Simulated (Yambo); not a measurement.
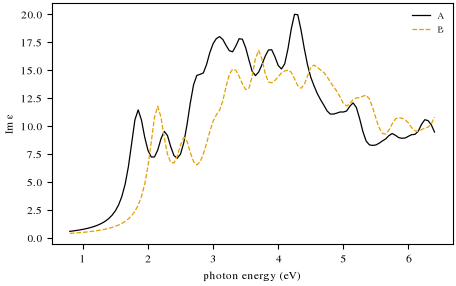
Figure. Two computed absorption spectra of WS$_{2}$ (space group P6_3/mmc, No. 194) (Yambo, PBEsol bands with the same scissor, field along x)

Axes are Cartesian, with cell vectors (Å) (3.18, 0.00, 0.00), (-1.59, 2.76, 0.00), (0.00, 0.00, 12.98).

Task: Which curve includes the electron-hole attraction (BSE)?

Result: Curve A: the attraction moves weight to lower energy (centre of the plotted range 3.9 eV against 4.2 eV). Settings: 6×6×1 mesh, 20 valence and 20 conduction bands, static screening with 136 bands and a 3 Ry block, scissor 0.59 eV, Tamm-Dancoff. The scissor comes from a G0W0 run whose convergence isn't established. Broadening 0.15 eV. The band window holds all transitions up to 6.4 eV. On this mesh the peak heights and the fine structure are mesh artefacts; only the shift of weight is robust.

Spin-orbit coupling is included.

Geometry of the Materials Project entry, not relaxed at this level; primitive cell a = b = 3.184 Å, c = 12.978 Å, α = β = 90.00°, γ = 120.00°.

The distance between layers or molecules is the database entry's, not relaxed here. Functionals without dispersion can leave it too large, which widens gaps and weakens the response across layers: the numbers belong to this cell.
